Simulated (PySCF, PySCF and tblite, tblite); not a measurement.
# C4H7N: conformers and averaged spectra, part 2 of 2

PySCF and tblite. Atoms count from 0. Earlier steps stand in the parts before.

### 9 Excited states, conformer 1: PBE0/def2-SVPD in chloroform

Job settings and geometry (Å):

```
{"job": {"xc": "PBE0", "basis": "def2-SVPD", "nstates": 6, "ntriplets": 0, "solvent": "chloroform", "kind": "uv"}, "charge": 0, "multiplicity": 1}
C     -1.365001     0.123348     0.309552
C     -0.292058    -0.055779    -0.756971
C      1.048344    -0.484163    -0.143797
C      1.579931     0.547438     0.709769
N      1.991793     1.377362     1.379366
H     -1.058395     0.875134     1.033834
H     -2.300196     0.442687    -0.143868
H     -1.541740    -0.811528     0.838209
H     -0.605925    -0.817473    -1.474035
H     -0.154783     0.881944    -1.299926
H      1.781199    -0.687214    -0.930203
H      0.918028    -1.392442     0.452042
```

The log of the run:

```text
coarse grid: 9752 points
cycle   1  E = -210.9108647976  dE =  4.067e-01  |g| = 4.129e-01  |ddm| = 4.278e+00
cycle   2  E = -210.8329214566  dE =  7.794e-02  |g| = 7.333e-01  |ddm| = 1.458e+00
cycle   3  E = -210.9508933242  dE = -1.180e-01  |g| = 1.157e-01  |ddm| = 9.036e-01
cycle   4  E = -210.9540064066  dE = -3.113e-03  |g| = 2.780e-02  |ddm| = 1.383e-01
cycle   5  E = -210.9541837036  dE = -1.773e-04  |g| = 5.645e-03  |ddm| = 4.112e-02
cycle   6  E = -210.9541916880  dE = -7.984e-06  |g| = 1.161e-03  |ddm| = 1.042e-02
final grid: 93432 points
cycle   7  E = -210.9830286523  dE = -2.596e-05  |g| = 6.644e-03  |ddm| = 6.447e-02
cycle   8  E = -210.9830257994  dE =  2.853e-06  |g| = 7.458e-03  |ddm| = 1.723e-02
cycle   9  E = -210.9830401619  dE = -1.436e-05  |g| = 9.537e-04  |ddm| = 8.492e-03
cycle  10  E = -210.9830403370  dE = -1.751e-07  |g| = 3.488e-04  |ddm| = 1.379e-03
cycle  11  E = -210.9830403627  dE = -2.576e-08  |g| = 5.496e-05  |ddm| = 4.264e-04
cycle  12  E = -210.9830403635  dE = -7.261e-10  |g| = 1.653e-05  |ddm| = 1.033e-04
converged SCF energy = -210.9830403635

Static polarisability (au): isotropic 62.663, principal 54.198 59.401 74.390

Singlet excitations
state   eV       nm        f      main configurations
  1   7.9429    156.1   0.00007   H-1->L 0.34, H->L+1 0.18, H-1->L+2 0.12
  2   8.2614    150.1   0.01230   H->L 0.37, H-1->L+1 0.36, H->L+2 0.11
  3   8.2811    149.7   0.00245   H->L+1 0.54, H-1->L 0.21
  4   8.9509    138.5   0.01218   H-2->L 0.38, H->L 0.25, H->L+2 0.20
  5   9.0019    137.7   0.00241   H-1->L+2 0.36, H->L+2 0.21, H-1->L 0.19
  6   9.0362    137.2   0.03005   H-2->L 0.51, H-1->L+2 0.13, H-1->L 0.09
```

It took 16 s on 1 thread of Intel Xeon Platinum 8375C at 2.90GHz, shared host; peak memory 0.75 GiB.

In short: HOMO -9.38 eV, LUMO 0.55 eV; dipole 4.95 D; S1 7.94 eV.

### 10 Excited states, conformer 2: PBE0/def2-SVPD in chloroform

Job settings and geometry (Å):

```
{"job": {"xc": "PBE0", "basis": "def2-SVPD", "nstates": 6, "ntriplets": 0, "solvent": "chloroform", "kind": "uv"}, "charge": 0, "multiplicity": 1}
C     -1.558426     0.135522     0.348137
C     -0.316681    -0.116001    -0.496959
C      0.959447     0.056300     0.337089
C      2.136032    -0.179112    -0.458602
N      3.060077    -0.368790    -1.104328
H     -2.455405     0.011073    -0.253263
H     -1.604731    -0.563572     1.180781
H     -1.552422     1.147254     0.748845
H     -0.345971    -1.128592    -0.905207
H     -0.293850     0.580902    -1.337587
H      0.960910    -0.647740     1.174685
H      1.012220     1.072070     0.740381
```

The log of the run:

```text
coarse grid: 9752 points
cycle   1  E = -210.9111977781  dE =  4.055e-01  |g| = 4.139e-01  |ddm| = 4.308e+00
cycle   2  E = -210.8305355359  dE =  8.066e-02  |g| = 7.428e-01  |ddm| = 1.465e+00
cycle   3  E = -210.9515337603  dE = -1.210e-01  |g| = 1.115e-01  |ddm| = 9.186e-01
cycle   4  E = -210.9544403298  dE = -2.907e-03  |g| = 2.738e-02  |ddm| = 1.416e-01
cycle   5  E = -210.9546107249  dE = -1.704e-04  |g| = 6.588e-03  |ddm| = 4.417e-02
cycle   6  E = -210.9546221291  dE = -1.140e-05  |g| = 8.908e-04  |ddm| = 1.267e-02
cycle   7  E = -210.9546223094  dE = -1.803e-07  |g| = 2.683e-04  |ddm| = 1.916e-03
final grid: 93432 points
cycle   8  E = -210.9833746514  dE = -2.415e-05  |g| = 6.120e-03  |ddm| = 7.017e-02
cycle   9  E = -210.9833735239  dE =  1.128e-06  |g| = 6.509e-03  |ddm| = 1.681e-02
cycle  10  E = -210.9833845064  dE = -1.098e-05  |g| = 4.440e-04  |ddm| = 8.277e-03
cycle  11  E = -210.9833845570  dE = -5.055e-08  |g| = 1.055e-04  |ddm| = 9.782e-04
cycle  12  E = -210.9833845576  dE = -6.862e-10  |g| = 9.244e-05  |ddm| = 2.323e-04
cycle  13  E = -210.9833845595  dE = -1.825e-09  |g| = 1.693e-05  |ddm| = 1.045e-04
cycle  14  E = -210.9833845595  dE = -6.253e-11  |g| = 3.316e-06  |ddm| = 2.601e-05
converged SCF energy = -210.9833845595

Static polarisability (au): isotropic 63.248, principal 52.944 56.270 80.530

Singlet excitations
state   eV       nm        f      main configurations
  1   7.9871    155.2   0.00000   H->L+1 0.38, H-1->L+2 0.24, H-1->L 0.20
  2   8.3115    149.2   0.01593   H-1->L+1 0.34, H->L 0.29, H->L+2 0.23
  3   8.3120    149.2   0.00198   H->L+1 0.52, H-1->L 0.20, H-1->L+2 0.16
  4   8.9097    139.2   0.00215   H-1->L 0.55, H-1->L+2 0.28, H-2->L 0.10
  5   8.9243    138.9   0.00683   H->L 0.59, H->L+2 0.30
  6   9.2167    134.5   0.01753   H-2->L 0.73, H-1->L+2 0.14, H-1->L+3 0.11
```

Run time: 16 s. Hardware: 1 thread of Intel Xeon Platinum 8375C at 2.90GHz, shared host; peak memory 0.72 GiB.

In short: HOMO -9.37 eV, LUMO 0.63 eV; dipole 5.05 D; S1 7.99 eV.

### 11 Averages: properties at WP04/pcSseg-1 in chloroform

Job settings and geometry (Å):

```
{"job": {"study": "conf", "smiles": "CCCC#N", "search": {"seed": 3182, "n_embed": 60, "ff_keep": 14, "window": 3.0, "nmax": 10, "temps": [200, 250, 298.15, 350, 400], "t_ref": 298.15, "order": 0.001}, "level": {"nmr": {"xc": "WP04", "basis": "pcSseg-1", "solvent": "chloroform"}, "sp": {"xc": "PBE0", "basis": "def2-SVP", "solvent": "chloroform"}, "j": {"xc": "B3LYP", "basis": {"default": "6-31G*", "H": "pcJ-1"}, "nuclei": ["H", "F", "P", "Si", "B"]}, "uv": {"xc": "PBE0", "basis": "def2-SVPD", "nstates": 6, "ntriplets": 0, "solvent": "chloroform"}}, "kind": "conf"}, "charge": 0, "multiplicity": 1}
C     -1.365001     0.123348     0.309552
C     -0.292058    -0.055779    -0.756971
C      1.048344    -0.484163    -0.143797
C      1.579931     0.547438     0.709769
N      1.991793     1.377362     1.379366
H     -1.058395     0.875134     1.033834
H     -2.300196     0.442687    -0.143868
H     -1.541740    -0.811528     0.838209
H     -0.605925    -0.817473    -1.474035
H     -0.154783     0.881944    -1.299926
H      1.781199    -0.687214    -0.930203
H      0.918028    -1.392442     0.452042
```

The log of the run:

```text
conformer  sym    E(xTB)   E(DFT)   G(298.15 K)  weight  dipole/D
    1     C1      0.000    0.000    0.000   0.6753    4.580
    2     Cs      0.040    0.061    0.434   0.3247    4.706

mean shielding (ppm) by class
class atoms           200 K      250 K   298.15 K      350 K      400 K
  0 C  0            157.963    157.961     157.96     157.96     157.96
  1 C  1            148.056    148.054    148.052    148.051    148.051
  2 C  2            154.055    154.056    154.056    154.057    154.057
  3 C  3             50.631     50.631     50.631     50.631     50.631
  4 N  4            -17.447    -17.442    -17.439    -17.437    -17.437
  5 H  5,6,7         30.813     30.813     30.813     30.813     30.813
  6 H  8,9           30.255     30.255     30.255     30.255     30.255
  7 H  10,11         29.544     29.544     29.544     29.545     29.545
```

Wall time 99 s (1 thread of Intel Xeon Platinum 8375C at 2.90GHz, shared host). This counts the runs that the step sums up.

The search (ETKDG and KDG, MMFF94s, GFN2-xTB) embedded 60 structures, kept 2 distinct ones after the force field and 2 after xTB; 2 were carried on (window 3.0 kcal/mol at the search's own energies). Energies: PBE0/def2-SVP in chloroform with D3(BJ).

The conformers at 298 K:

| no. | group | mirror pair | ΔE xTB | ΔE DFT | ΔG | weight (%) | μ (D) | C0–C1–C2–C3 (°) | A, B, C (GHz) |
| --- | --- | --- | --- | --- | --- | --- | --- | --- | --- |
| 1 | C1 | yes | 0.00 | 0.00 | 0.00 | 67.5 | 4.58 | -65 | 10.26, 3.33, 2.77 |
| 2 | Cs | no | 0.04 | 0.06 | 0.43 | 32.5 | 4.71 | -180 | 23.72, 2.32, 2.20 |

Energies in kcal/mol. ΔG holds xTB vibrations and rotation, symmetry numbers and mirror pairs.

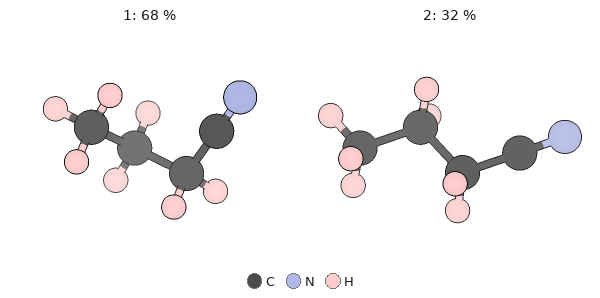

The conformers with their weights.

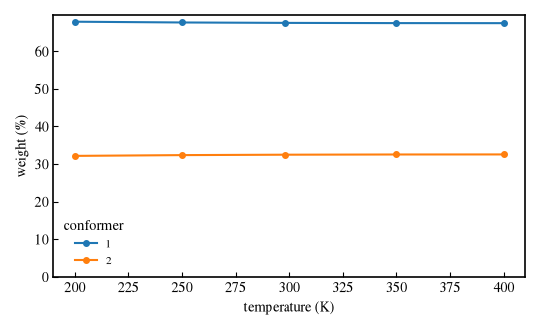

Weights against temperature.

Other ways of weighting, at the same temperature:

| scheme | 1 | 2 | mean μ (D) |
| --- | --- | --- | --- |
| DFT free energy | 68 | 32 | 4.62 |
| DFT energy, symmetry counted | 69 | 31 | 4.62 |
| DFT energy alone | 53 | 47 | 4.64 |
| xTB energy, symmetry counted | 68 | 32 | 4.62 |
| xTB free energy | 67 | 33 | 4.62 |
| lowest conformer only | 100 | 0 | 4.58 |
| equal weights | 50 | 50 | 4.64 |
| conformers found from three starts alone | 100 | 0 | 4.58 |

Shifts against references run at the same level ($^{13}$C TMS 175.7, $^{1}$H TMS 31.98 ppm of shielding), by class of atoms, at 298 K:

| atoms | environment | no. 1 | no. 2 | average | measured |
| --- | --- | --- | --- | --- | --- |
| C3 | nitrile carbon | 125.1 | 125.0 | 125.1 | – |
| C1 | sp3 CH2 | 27.2 | 28.6 | 27.6 | 19.0 |
| C2 | sp3 CH2 α to a nitrile | 21.8 | 21.3 | 21.6 | 19.3 |
| C0 | methyl carbon | 17.4 | 18.3 | 17.7 | 13.3 |
| H10, H11 | hydrogen on an sp3 CH2 α to a nitrile | 2.49 | 2.33 | 2.44 | 2.34 |
| H8, H9 | hydrogen on an sp3 CH2 | 1.71 | 1.77 | 1.73 | 1.70 |
| H5, H6, H7 | hydrogen on a methyl carbon | 1.21 | 1.09 | 1.17 | 1.08 |
| N4 | nitrile nitrogen | -18.2 (σ) | -15.8 (σ) | -17.4 (σ) | – |

Measured: solution, not stated per compound (mostly CDCl3 or CCl4); Pretsch, Buehlmann, Badertscher, Structure Determination of Organic Compounds, 4th ed. (2009).

Couplings (Hz, B3LYP/6-31G*+pcJ-1; one pair named for each class), from conformers that hold 100 % of the weight:

| pair | bonds | no. 1 | no. 2 | average |
| --- | --- | --- | --- | --- |
| H10–H11 | 2 | -17.5 | -17.2 | -17.4 |
| H5–H6 | 2 | -14.1 | -14.0 | -14.1 |
| H8–H9 | 2 | -13.8 | -13.9 | -13.8 |
| H8–H10 | 3 | 9.4 | 4.2 | 7.7 |
| H5–H8 | 3 | 7.3 | 7.4 | 7.4 |
| H8–H11 | 3 | 3.1 | 13.9 | 6.6 |

Effective distances for nuclear Overhauser effects, ⟨r⁻⁶⟩^(−1/6) over all pairs of two classes (Å): H5···H8 2.61; H8···H10 2.61; H5···H10 3.06.

Lowest and brightest singlet by conformer (PBE0/def2-SVPD in chloroform): no. 1 7.94 and 9.04 eV; no. 2 7.99 and 9.22 eV.

### 12 Outcome

This closing draws on all 2 parts.

| quantity | value |
| --- | --- |
| conformers | 2; the first in weight is no. 1 (C1), 68 % at 298 K |
| root-mean-square dipole | 4.62 D |
| averaged $^{13}$C shifts (WP04/pcSseg-1 in chloroform) | 125.1, 27.6, 21.6, 17.7 ppm |
| averaged $^{1}$H shifts (WP04/pcSseg-1 in chloroform) | 2.44, 1.73, 1.17 ppm |

Conformer 1 leads with 68 % at 298 K, and its share goes from 68 % at 200 K to 67 % at 400 K. Among conformers over 5 %, H10, H11 differ by 0.16 ppm, while the average moves by 0.00 ppm from 200 to 400 K. Against 3 measured $^{13}$C shifts the average misses by 5.1 ppm, the leading conformer alone by 4.9 ppm. Against 3 measured $^{1}$H shifts the average misses by 0.07 ppm, the leading conformer alone by 0.10 ppm. Vibration is missing from the shifts, so part of that gap is not the functional's. Among vicinal couplings, H8–H11 differs most between the conformers listed (3.1 for no. 1, 13.9 for no. 2; average 6.6 Hz).
